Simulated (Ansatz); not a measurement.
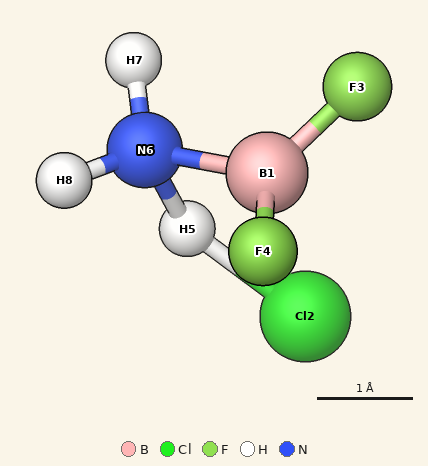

The starting structure (ball-and-stick view, seen at a tilt; atoms are numbered from 1 in the order of the input). Bond lengths as drawn: B–F 1.32 Å, B–N 1.51 Å, Cl–H 1.58 Å and H–N 1.02 to 1.28 Å.

## Run report: BNH₃ClF₂, molecular dynamics (part 1 of 3)

The run: molecular dynamics of BNH₃ClF₂. Method and program: UKS B3LYP-D4/def2-SVP (Ansatz 0.2.0).

It belongs to a series of runs on one base structure; here: dynamics from the highest image of the converged band. Figures and captions count atoms from 1; the log counts them from 0 in places.

## Output
```
Engine: ansatz 0.2.0, x86_64-unknown-linux-gnu
Functional definition: B3LYP
  parameter a0 = 0.2
  parameter ax = 0.72
  parameter ac = 0.81
  exchange = (1 - a0 - ax)*slater_x + ax*b88_x + a0*exact_x
  correlation = (1 - ac)*vwn_rpa_c + ac*lyp_c
940 factors; integrals over basis functions are off by at most 3.0e-4 eV
mean field evaluation 1: about -20161.4078 eV, gradient 3.8e1 eV
mean field evaluation 2: about -20157.9098 eV, gradient 4.9e1 eV
mean field evaluation 4: about -20166.4800 eV, gradient 9.6e-1 eV
mean field evaluation 8: about -20166.5374 eV, gradient 4.0e-2 eV
mean field -20166.53743706 eV, -741.1065814418 hartree, gradient 2.9e-5 eV, S^2 0.000000; 0 other end points of the search recorded, 0 dependent functions left out
the calculation of the forces begins
reference -20166.53763680 eV, -741.1065887822 hartree; 25, 25 occupied and 64, 64 virtual orbitals, 940 factors
md step     0: t =     0.00 fs  T =   300.0 K  F+E_penalty+E_count = -20166.77036428 eV  E_kin = 0.232668 eV  conserved = -20166.53769629 eV  (27 SCF iters)
these checks for a lower state are left out or cut short: starts, cluster_reference, orbital_swaps, neighbouring_geometries, increment
940 factors; integrals over basis functions are off by at most 3.2e-4 eV
mean field evaluation 16: about -20166.4797 eV, gradient 6.5e-1 eV
mean field -20166.53522254 eV, -741.1065000597 hartree, gradient 6.5e-6 eV, S^2 0.000000; 0 other end points of the search recorded, 0 dependent functions left out
the calculation of the forces begins
reference -20166.53542205 eV, -741.1065073916 hartree; 25, 25 occupied and 64, 64 virtual orbitals, 940 factors
md step     1: t =     0.50 fs  T =   297.5 K  F+E_penalty+E_count = -20166.76836533 eV  E_kin = 0.230708 eV  conserved = -20166.53765710 eV  (33 SCF iters, 3 dispersion substeps)
[... from here on the SCF iterations and repeated set-up lines of each step are left out, up to the last step ...]
md step     2: t =     1.00 fs  T =   290.2 K  F+E_penalty+E_count = -20166.76264157 eV  E_kin = 0.225066 eV  conserved = -20166.53757525 eV  (32 SCF iters, 3 dispersion substeps)
md step     3: t =     1.50 fs  T =   279.7 K  F+E_penalty+E_count = -20166.75442510 eV  E_kin = 0.216946 eV  conserved = -20166.53747921 eV  (32 SCF iters, 3 dispersion substeps)
md step     4: t =     2.00 fs  T =   267.9 K  F+E_penalty+E_count = -20166.74518171 eV  E_kin = 0.207781 eV  conserved = -20166.53740080 eV  (33 SCF iters, 3 dispersion substeps)
md step     5: t =     2.50 fs  T =   256.3 K  F+E_penalty+E_count = -20166.73612369 eV  E_kin = 0.198764 eV  conserved = -20166.53736018 eV  (32 SCF iters, 3 dispersion substeps)
md step     6: t =     3.00 fs  T =   245.7 K  F+E_penalty+E_count = -20166.72790276 eV  E_kin = 0.190547 eV  conserved = -20166.53735610 eV  (32 SCF iters, 3 dispersion substeps)
md step     7: t =     3.50 fs  T =   236.3 K  F+E_penalty+E_count = -20166.72062279 eV  E_kin = 0.183253 eV  conserved = -20166.53736938 eV  (33 SCF iters, 3 dispersion substeps)
md step     8: t =     4.00 fs  T =   227.9 K  F+E_penalty+E_count = -20166.71412741 eV  E_kin = 0.176752 eV  conserved = -20166.53737562 eV  (33 SCF iters, 3 dispersion substeps)
md step     9: t =     4.50 fs  T =   220.5 K  F+E_penalty+E_count = -20166.70837186 eV  E_kin = 0.171013 eV  conserved = -20166.53735902 eV  (32 SCF iters, 3 dispersion substeps)
md step    10: t =     5.00 fs  T =   214.5 K  F+E_penalty+E_count = -20166.70366751 eV  E_kin = 0.166347 eV  conserved = -20166.53732031 eV  (33 SCF iters, 3 dispersion substeps)
md step    11: t =     5.50 fs  T =   210.7 K  F+E_penalty+E_count = -20166.70067948 eV  E_kin = 0.163404 eV  conserved = -20166.53727515 eV  (33 SCF iters, 3 dispersion substeps)
md step    12: t =     6.00 fs  T =   210.1 K  F+E_penalty+E_count = -20166.70019278 eV  E_kin = 0.162946 eV  conserved = -20166.53724704 eV  (33 SCF iters, 3 dispersion substeps)
md step    13: t =     6.50 fs  T =   213.4 K  F+E_penalty+E_count = -20166.70275582 eV  E_kin = 0.165498 eV  conserved = -20166.53725753 eV  (33 SCF iters, 3 dispersion substeps)
md step    14: t =     7.00 fs  T =   220.5 K  F+E_penalty+E_count = -20166.70834494 eV  E_kin = 0.171026 eV  conserved = -20166.53731892 eV  (33 SCF iters, 3 dispersion substeps)
md step    15: t =     7.50 fs  T =   230.5 K  F+E_penalty+E_count = -20166.71617458 eV  E_kin = 0.178746 eV  conserved = -20166.53742880 eV  (33 SCF iters, 3 dispersion substeps)
md step    16: t =     8.00 fs  T =   241.3 K  F+E_penalty+E_count = -20166.72474146 eV  E_kin = 0.187174 eV  conserved = -20166.53756733 eV  (28 SCF iters, 3 dispersion substeps)
md step    17: t =     8.50 fs  T =   250.7 K  F+E_penalty+E_count = -20166.73213882 eV  E_kin = 0.194440 eV  conserved = -20166.53769860 eV  (32 SCF iters, 3 dispersion substeps)
md step    18: t =     9.00 fs  T =   256.4 K  F+E_penalty+E_count = -20166.73660966 eV  E_kin = 0.198831 eV  conserved = -20166.53777853 eV  (32 SCF iters, 3 dispersion substeps)
md step    19: t =     9.50 fs  T =   257.2 K  F+E_penalty+E_count = -20166.73721189 eV  E_kin = 0.199443 eV  conserved = -20166.53776910 eV  (33 SCF iters, 3 dispersion substeps)
md step    20: t =    10.00 fs  T =   253.6 K  F+E_penalty+E_count = -20166.73436885 eV  E_kin = 0.196711 eV  conserved = -20166.53765800 eV  (33 SCF iters, 3 dispersion substeps)
md step    21: t =    10.50 fs  T =   248.3 K  F+E_penalty+E_count = -20166.73001754 eV  E_kin = 0.192544 eV  conserved = -20166.53747346 eV  (32 SCF iters, 3 dispersion substeps)
md step    22: t =    11.00 fs  T =   244.8 K  F+E_penalty+E_count = -20166.72714292 eV  E_kin = 0.189860 eV  conserved = -20166.53728324 eV  (33 SCF iters, 3 dispersion substeps)
md step    23: t =    11.50 fs  T =   247.0 K  F+E_penalty+E_count = -20166.72873422 eV  E_kin = 0.191564 eV  conserved = -20166.53716989 eV  (33 SCF iters, 3 dispersion substeps)
md step    24: t =    12.00 fs  T =   257.0 K  F+E_penalty+E_count = -20166.73654588 eV  E_kin = 0.199356 eV  conserved = -20166.53719028 eV  (33 SCF iters, 3 dispersion substeps)
md step    25: t =    12.50 fs  T =   274.5 K  F+E_penalty+E_count = -20166.75026084 eV  E_kin = 0.212917 eV  conserved = -20166.53734367 eV  (33 SCF iters, 3 dispersion substeps)
md step    26: t =    13.00 fs  T =   296.5 K  F+E_penalty+E_count = -20166.76752032 eV  E_kin = 0.229950 eV  conserved = -20166.53757044 eV  (32 SCF iters, 3 dispersion substeps)
md step    27: t =    13.50 fs  T =   318.5 K  F+E_penalty+E_count = -20166.78483030 eV  E_kin = 0.247047 eV  conserved = -20166.53778367 eV  (33 SCF iters, 3 dispersion substeps)
md step    28: t =    14.00 fs  T =   336.5 K  F+E_penalty+E_count = -20166.79888084 eV  E_kin = 0.260969 eV  conserved = -20166.53791147 eV  (33 SCF iters, 3 dispersion substeps)
md step    29: t =    14.50 fs  T =   347.8 K  F+E_penalty+E_count = -20166.80765383 eV  E_kin = 0.269730 eV  conserved = -20166.53792338 eV  (32 SCF iters, 3 dispersion substeps)
md step    30: t =    15.00 fs  T =   352.1 K  F+E_penalty+E_count = -20166.81090664 eV  E_kin = 0.273074 eV  conserved = -20166.53783309 eV  (33 SCF iters, 3 dispersion substeps)
md step    31: t =    15.50 fs  T =   351.1 K  F+E_penalty+E_count = -20166.80998332 eV  E_kin = 0.272301 eV  conserved = -20166.53768223 eV  (33 SCF iters, 3 dispersion substeps)
md step    32: t =    16.00 fs  T =   347.7 K  F+E_penalty+E_count = -20166.80718602 eV  E_kin = 0.269666 eV  conserved = -20166.53751982 eV  (33 SCF iters, 3 dispersion substeps)
md step    33: t =    16.50 fs  T =   345.1 K  F+E_penalty+E_count = -20166.80502219 eV  E_kin = 0.267637 eV  conserved = -20166.53738501 eV  (33 SCF iters, 3 dispersion substeps)
md step    34: t =    17.00 fs  T =   345.9 K  F+E_penalty+E_count = -20166.80558784 eV  E_kin = 0.268289 eV  conserved = -20166.53729906 eV  (29 SCF iters, 3 dispersion substeps)
md step    35: t =    17.50 fs  T =   352.0 K  F+E_penalty+E_count = -20166.81022332 eV  E_kin = 0.272959 eV  conserved = -20166.53726459 eV  (26 SCF iters, 3 dispersion substeps)
md step    36: t =    18.00 fs  T =   363.9 K  F+E_penalty+E_count = -20166.81946191 eV  E_kin = 0.282192 eV  conserved = -20166.53727028 eV  (26 SCF iters, 3 dispersion substeps)
md step    37: t =    18.50 fs  T =   381.5 K  F+E_penalty+E_count = -20166.83319651 eV  E_kin = 0.295896 eV  conserved = -20166.53730050 eV  (26 SCF iters, 3 dispersion substeps)
md step    38: t =    19.00 fs  T =   404.3 K  F+E_penalty+E_count = -20166.85091828 eV  E_kin = 0.313572 eV  conserved = -20166.53734584 eV  (32 SCF iters, 3 dispersion substeps)
md step    39: t =    19.50 fs  T =   431.2 K  F+E_penalty+E_count = -20166.87186116 eV  E_kin = 0.334450 eV  conserved = -20166.53741154 eV  (33 SCF iters, 3 dispersion substeps)
md step    40: t =    20.00 fs  T =   460.9 K  F+E_penalty+E_count = -20166.89493414 eV  E_kin = 0.357418 eV  conserved = -20166.53751595 eV  (31 SCF iters, 3 dispersion substeps)
md step    41: t =    20.50 fs  T =   491.0 K  F+E_penalty+E_count = -20166.91846769 eV  E_kin = 0.380791 eV  conserved = -20166.53767682 eV  (32 SCF iters, 3 dispersion substeps)
md step    42: t =    21.00 fs  T =   518.5 K  F+E_penalty+E_count = -20166.93998570 eV  E_kin = 0.402096 eV  conserved = -20166.53788929 eV  (32 SCF iters, 3 dispersion substeps)
md step    43: t =    21.50 fs  T =   539.3 K  F+E_penalty+E_count = -20166.95633114 eV  E_kin = 0.418224 eV  conserved = -20166.53810723 eV  (32 SCF iters, 3 dispersion substeps)
md step    44: t =    22.00 fs  T =   549.5 K  F+E_penalty+E_count = -20166.96440042 eV  E_kin = 0.426154 eV  conserved = -20166.53824624 eV  (31 SCF iters, 3 dispersion substeps)
md step    45: t =    22.50 fs  T =   547.0 K  F+E_penalty+E_count = -20166.96242789 eV  E_kin = 0.424214 eV  conserved = -20166.53821415 eV  (32 SCF iters, 3 dispersion substeps)
md step    46: t =    23.00 fs  T =   533.0 K  F+E_penalty+E_count = -20166.95133458 eV  E_kin = 0.413369 eV  conserved = -20166.53796517 eV  (31 SCF iters, 3 dispersion substeps)
md step    47: t =    23.50 fs  T =   512.9 K  F+E_penalty+E_count = -20166.93533096 eV  E_kin = 0.397781 eV  conserved = -20166.53754964 eV  (32 SCF iters, 3 dispersion substeps)
md step    48: t =    24.00 fs  T =   495.0 K  F+E_penalty+E_count = -20166.92105808 eV  E_kin = 0.383938 eV  conserved = -20166.53712004 eV  (31 SCF iters, 3 dispersion substeps)
md step    49: t =    24.50 fs  T =   487.9 K  F+E_penalty+E_count = -20166.91523890 eV  E_kin = 0.378375 eV  conserved = -20166.53686404 eV  (25 SCF iters, 3 dispersion substeps)
md step    50: t =    25.00 fs  T =   496.4 K  F+E_penalty+E_count = -20166.92185367 eV  E_kin = 0.384958 eV  conserved = -20166.53689602 eV  (25 SCF iters, 3 dispersion substeps)
md step    51: t =    25.50 fs  T =   519.9 K  F+E_penalty+E_count = -20166.94042752 eV  E_kin = 0.403240 eV  conserved = -20166.53718722 eV  (26 SCF iters, 3 dispersion substeps)
md step    52: t =    26.00 fs  T =   553.0 K  F+E_penalty+E_count = -20166.96644086 eV  E_kin = 0.428848 eV  conserved = -20166.53759269 eV  (32 SCF iters, 3 dispersion substeps)
md step    53: t =    26.50 fs  T =   587.4 K  F+E_penalty+E_count = -20166.99348972 eV  E_kin = 0.455544 eV  conserved = -20166.53794543 eV  (32 SCF iters, 3 dispersion substeps)
md step    54: t =    27.00 fs  T =   615.9 K  F+E_penalty+E_count = -20167.01584316 eV  E_kin = 0.477706 eV  conserved = -20166.53813703 eV  (29 SCF iters, 3 dispersion substeps)
md step    55: t =    27.50 fs  T =   634.4 K  F+E_penalty+E_count = -20167.03018393 eV  E_kin = 0.492044 eV  conserved = -20166.53814026 eV  (32 SCF iters, 3 dispersion substeps)
md step    56: t =    28.00 fs  T =   642.3 K  F+E_penalty+E_count = -20167.03613174 eV  E_kin = 0.498144 eV  conserved = -20166.53798822 eV  (32 SCF iters, 3 dispersion substeps)
md step    57: t =    28.50 fs  T =   642.2 K  F+E_penalty+E_count = -20167.03580675 eV  E_kin = 0.498063 eV  conserved = -20166.53774353 eV  (32 SCF iters, 3 dispersion substeps)
md step    58: t =    29.00 fs  T =   638.8 K  F+E_penalty+E_count = -20167.03287285 eV  E_kin = 0.495394 eV  conserved = -20166.53747895 eV  (32 SCF iters, 3 dispersion substeps)
md step    59: t =    29.50 fs  T =   637.1 K  F+E_penalty+E_count = -20167.03139023 eV  E_kin = 0.494127 eV  conserved = -20166.53726291 eV  (31 SCF iters, 3 dispersion substeps)
md step    60: t =    30.00 fs  T =   641.6 K  F+E_penalty+E_count = -20167.03471525 eV  E_kin = 0.497568 eV  conserved = -20166.53714749 eV  (26 SCF iters, 3 dispersion substeps)
md step    61: t =    30.50 fs  T =   654.4 K  F+E_penalty+E_count = -20167.04466141 eV  E_kin = 0.507505 eV  conserved = -20166.53715618 eV  (25 SCF iters, 3 dispersion substeps)
md step    62: t =    31.00 fs  T =   675.4 K  F+E_penalty+E_count = -20167.06111317 eV  E_kin = 0.523833 eV  conserved = -20166.53728006 eV  (26 SCF iters, 3 dispersion substeps)
md step    63: t =    31.50 fs  T =   702.3 K  F+E_penalty+E_count = -20167.08215590 eV  E_kin = 0.544671 eV  conserved = -20166.53748527 eV  (32 SCF iters, 3 dispersion substeps)
md step    64: t =    32.00 fs  T =   730.9 K  F+E_penalty+E_count = -20167.10460619 eV  E_kin = 0.566878 eV  conserved = -20166.53772833 eV  (32 SCF iters, 3 dispersion substeps)
md step    65: t =    32.50 fs  T =   756.6 K  F+E_penalty+E_count = -20167.12471743 eV  E_kin = 0.586752 eV  conserved = -20166.53796582 eV  (32 SCF iters, 3 dispersion substeps)
md step    66: t =    33.00 fs  T =   774.6 K  F+E_penalty+E_count = -20167.13889626 eV  E_kin = 0.600741 eV  conserved = -20166.53815516 eV  (32 SCF iters, 3 dispersion substeps)
md step    67: t =    33.50 fs  T =   781.6 K  F+E_penalty+E_count = -20167.14441029 eV  E_kin = 0.606162 eV  conserved = -20166.53824831 eV  (32 SCF iters, 3 dispersion substeps)
md step    68: t =    34.00 fs  T =   776.2 K  F+E_penalty+E_count = -20167.14015066 eV  E_kin = 0.601957 eV  conserved = -20166.53819324 eV  (32 SCF iters, 3 dispersion substeps)
md step    69: t =    34.50 fs  T =   760.0 K  F+E_penalty+E_count = -20167.12738578 eV  E_kin = 0.589426 eV  conserved = -20166.53795945 eV  (31 SCF iters, 3 dispersion substeps)
md step    70: t =    35.00 fs  T =   738.2 K  F+E_penalty+E_count = -20167.11012257 eV  E_kin = 0.572542 eV  conserved = -20166.53758088 eV  (32 SCF iters, 3 dispersion substeps)
md step    71: t =    35.50 fs  T =   718.6 K  F+E_penalty+E_count = -20167.09446553 eV  E_kin = 0.557284 eV  conserved = -20166.53718189 eV  (32 SCF iters, 3 dispersion substeps)
md step    72: t =    36.00 fs  T =   708.8 K  F+E_penalty+E_count = -20167.08665294 eV  E_kin = 0.549712 eV  conserved = -20166.53694072 eV  (26 SCF iters, 3 dispersion substeps)
md step    73: t =    36.50 fs  T =   713.5 K  F+E_penalty+E_count = -20167.09038060 eV  E_kin = 0.553397 eV  conserved = -20166.53698394 eV  (25 SCF iters, 3 dispersion substeps)
md step    74: t =    37.00 fs  T =   731.9 K  F+E_penalty+E_count = -20167.10495419 eV  E_kin = 0.567664 eV  conserved = -20166.53729068 eV  (29 SCF iters, 3 dispersion substeps)
md step    75: t =    37.50 fs  T =   758.1 K  F+E_penalty+E_count = -20167.12561900 eV  E_kin = 0.587918 eV  conserved = -20166.53770130 eV  (31 SCF iters, 3 dispersion substeps)
md step    76: t =    38.00 fs  T =   783.8 K  F+E_penalty+E_count = -20167.14593100 eV  E_kin = 0.607903 eV  conserved = -20166.53802798 eV  (32 SCF iters, 3 dispersion substeps)
md step    77: t =    38.50 fs  T =   802.5 K  F+E_penalty+E_count = -20167.16058326 eV  E_kin = 0.622416 eV  conserved = -20166.53816683 eV  (32 SCF iters, 3 dispersion substeps)
md step    78: t =    39.00 fs  T =   810.9 K  F+E_penalty+E_count = -20167.16704466 eV  E_kin = 0.628916 eV  conserved = -20166.53812824 eV  (31 SCF iters, 3 dispersion substeps)
md step    79: t =    39.50 fs  T =   809.1 K  F+E_penalty+E_count = -20167.16552541 eV  E_kin = 0.627539 eV  conserved = -20166.53798676 eV  (32 SCF iters, 3 dispersion substeps)
md step    80: t =    40.00 fs  T =   799.6 K  F+E_penalty+E_count = -20167.15793382 eV  E_kin = 0.620118 eV  conserved = -20166.53781611 eV  (32 SCF iters, 3 dispersion substeps)
md step    81: t =    40.50 fs  T =   785.4 K  F+E_penalty+E_count = -20167.14677564 eV  E_kin = 0.609121 eV  conserved = -20166.53765477 eV  (32 SCF iters, 3 dispersion substeps)
md step    82: t =    41.00 fs  T =   769.8 K  F+E_penalty+E_count = -20167.13452964 eV  E_kin = 0.597019 eV  conserved = -20166.53751102 eV  (32 SCF iters, 3 dispersion substeps)
md step    83: t =    41.50 fs  T =   755.7 K  F+E_penalty+E_count = -20167.12346785 eV  E_kin = 0.586084 eV  conserved = -20166.53738403 eV  (26 SCF iters, 3 dispersion substeps)
md step    84: t =    42.00 fs  T =   745.7 K  F+E_penalty+E_count = -20167.11561293 eV  E_kin = 0.578330 eV  conserved = -20166.53728283 eV  (26 SCF iters, 3 dispersion substeps)
md step    85: t =    42.50 fs  T =   741.8 K  F+E_penalty+E_count = -20167.11256517 eV  E_kin = 0.575335 eV  conserved = -20166.53723011 eV  (26 SCF iters, 3 dispersion substeps)
md step    86: t =    43.00 fs  T =   745.1 K  F+E_penalty+E_count = -20167.11513915 eV  E_kin = 0.577885 eV  conserved = -20166.53725390 eV  (26 SCF iters, 3 dispersion substeps)
md step    87: t =    43.50 fs  T =   755.0 K  F+E_penalty+E_count = -20167.12293409 eV  E_kin = 0.585560 eV  conserved = -20166.53737399 eV  (26 SCF iters, 3 dispersion substeps)
md step    88: t =    44.00 fs  T =   769.1 K  F+E_penalty+E_count = -20167.13405155 eV  E_kin = 0.596464 eV  conserved = -20166.53758722 eV  (32 SCF iters, 3 dispersion substeps)
md step    89: t =    44.50 fs  T =   783.1 K  F+E_penalty+E_count = -20167.14518671 eV  E_kin = 0.607331 eV  conserved = -20166.53785610 eV  (32 SCF iters, 3 dispersion substeps)
md step    90: t =    45.00 fs  T =   791.9 K  F+E_penalty+E_count = -20167.15226267 eV  E_kin = 0.614158 eV  conserved = -20166.53810417 eV  (32 SCF iters, 3 dispersion substeps)
md step    91: t =    45.50 fs  T =   790.9 K  F+E_penalty+E_count = -20167.15164792 eV  E_kin = 0.613419 eV  conserved = -20166.53822884 eV  (32 SCF iters, 3 dispersion substeps)
md step    92: t =    46.00 fs  T =   778.3 K  F+E_penalty+E_count = -20167.14173541 eV  E_kin = 0.603598 eV  conserved = -20166.53813735 eV  (32 SCF iters, 3 dispersion substeps)
md step    93: t =    46.50 fs  T =   756.2 K  F+E_penalty+E_count = -20167.12430081 eV  E_kin = 0.586496 eV  conserved = -20166.53780501 eV  (32 SCF iters, 3 dispersion substeps)
md step    94: t =    47.00 fs  T =   731.7 K  F+E_penalty+E_count = -20167.10476964 eV  E_kin = 0.567445 eV  conserved = -20166.53732472 eV  (29 SCF iters, 3 dispersion substeps)
md step    95: t =    47.50 fs  T =   714.1 K  F+E_penalty+E_count = -20167.09070469 eV  E_kin = 0.553808 eV  conserved = -20166.53689661 eV  (25 SCF iters, 3 dispersion substeps)
md step    96: t =    48.00 fs  T =   711.8 K  F+E_penalty+E_count = -20167.08873830 eV  E_kin = 0.552007 eV  conserved = -20166.53673165 eV  (25 SCF iters, 3 dispersion substeps)
md step    97: t =    48.50 fs  T =   727.8 K  F+E_penalty+E_count = -20167.10140514 eV  E_kin = 0.564484 eV  conserved = -20166.53692102 eV  (25 SCF iters, 3 dispersion substeps)
md step    98: t =    49.00 fs  T =   758.7 K  F+E_penalty+E_count = -20167.12577743 eV  E_kin = 0.588401 eV  conserved = -20166.53737651 eV  (26 SCF iters, 3 dispersion substeps)
md step    99: t =    49.50 fs  T =   795.4 K  F+E_penalty+E_count = -20167.15476916 eV  E_kin = 0.616877 eV  conserved = -20166.53789229 eV  (33 SCF iters, 3 dispersion substeps)
md step   100: t =    50.00 fs  T =   827.7 K  F+E_penalty+E_count = -20167.18023199 eV  E_kin = 0.641963 eV  conserved = -20166.53826895 eV  (32 SCF iters, 3 dispersion substeps)
md step   101: t =    50.50 fs  T =   847.9 K  F+E_penalty+E_count = -20167.19603240 eV  E_kin = 0.657630 eV  conserved = -20166.53840268 eV  (32 SCF iters, 3 dispersion substeps)
md step   102: t =    51.00 fs  T =   852.9 K  F+E_penalty+E_count = -20167.19974587 eV  E_kin = 0.661447 eV  conserved = -20166.53829885 eV  (32 SCF iters, 3 dispersion substeps)
md step   103: t =    51.50 fs  T =   844.1 K  F+E_penalty+E_count = -20167.19268968 eV  E_kin = 0.654656 eV  conserved = -20166.53803379 eV  (32 SCF iters, 3 dispersion substeps)
md step   104: t =    52.00 fs  T =   826.6 K  F+E_penalty+E_count = -20167.17880966 eV  E_kin = 0.641103 eV  conserved = -20166.53770707 eV  (32 SCF iters, 3 dispersion substeps)
md step   105: t =    52.50 fs  T =   806.8 K  F+E_penalty+E_count = -20167.16313786 eV  E_kin = 0.625730 eV  conserved = -20166.53740817 eV  (26 SCF iters, 3 dispersion substeps)
md step   106: t =    53.00 fs  T =   790.6 K  F+E_penalty+E_count = -20167.15036096 eV  E_kin = 0.613161 eV  conserved = -20166.53719980 eV  (26 SCF iters, 3 dispersion substeps)
md step   107: t =    53.50 fs  T =   782.2 K  F+E_penalty+E_count = -20167.14378312 eV  E_kin = 0.606668 eV  conserved = -20166.53711467 eV  (26 SCF iters, 3 dispersion substeps)
```
